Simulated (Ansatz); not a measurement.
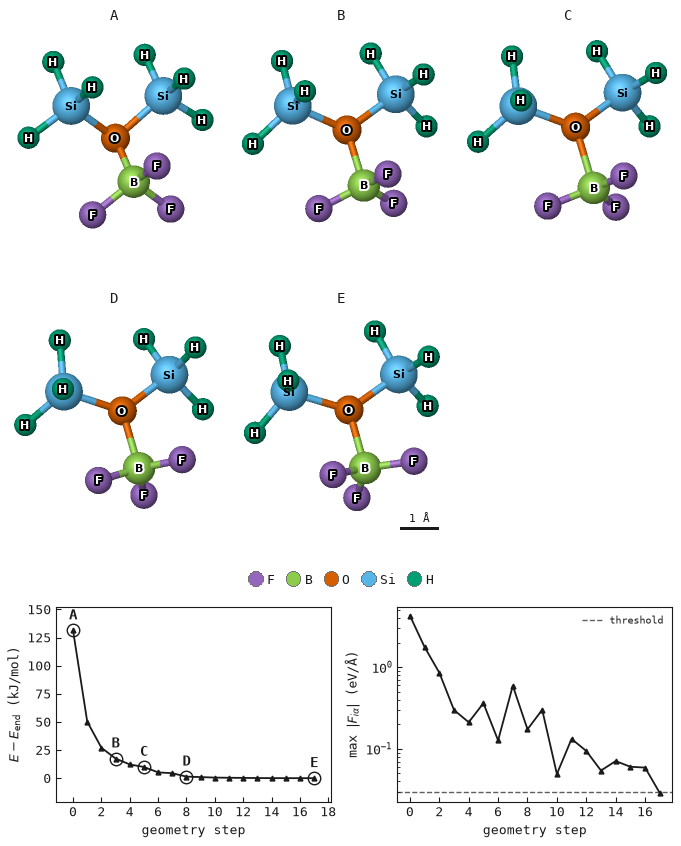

Frames of a relaxation of BSi$_{2}$H$_{6}$OF$_{3}$ (coarse preliminary run), marked on the history of the run. The picture is a ball-and-stick view, seen at a tilt.

The start comes from a force field.

These are results of RKS PBE-D4/def2-SVP in Ansatz, not measurements. (force threshold 0.03 eV/Å; at most 200 steps)

### What happens along the run?

An F atom moves most after the best rigid fit: 1.26 Å. By element the largest moves are F 1.26 Å, H 0.89 Å, O 0.54 Å, Si 0.29 Å, B 0.21 Å. Near-neighbour distances that change, for instance: Si–Si 2.787 → 3.169 Å, B–O 1.495 → 1.708 Å, B–F 1.459 → 1.357 Å, H–Si 1.407 → 1.500 Å. Bond angles that change, for instance: Si–O–Si 105.3° → 130.4°, F–B–O 111.5° → 101.3°, F–B–F 106.0° → 115.4°. After 17 geometry steps the energy has fallen by 131.3 kJ/mol. The largest force component goes from 4.3 to 0.029 eV/Å. From step 0 to 3: an H atom moves most (0.44 Å), energy −113.9 kJ/mol. From step 3 to 5: H atoms move most (0.39 Å), energy −7.51 kJ/mol. From step 5 to 8: F atoms move most (0.54 Å), energy −8.58 kJ/mol. From step 8 to 17: an H atom moves most (0.41 Å), energy −1.38 kJ/mol.

```csv
step,"E − E(0), kJ/mol","largest force component, eV/Å"
0,0.00,4.2624
1,-81.05,1.7561
2,-104.26,0.8549
3,-113.88,0.2988
4,-119.12,0.2117
5,-121.39,0.3622
6,-126.18,0.1269
7,-126.91,0.5927
8,-129.97,0.1734
9,-130.35,0.3010
10,-130.82,0.0493
11,-130.97,0.1324
12,-131.07,0.0943
13,-131.21,0.0543
14,-131.27,0.0709
15,-131.31,0.0604
16,-131.33,0.0590
17,-131.35,0.0289
```
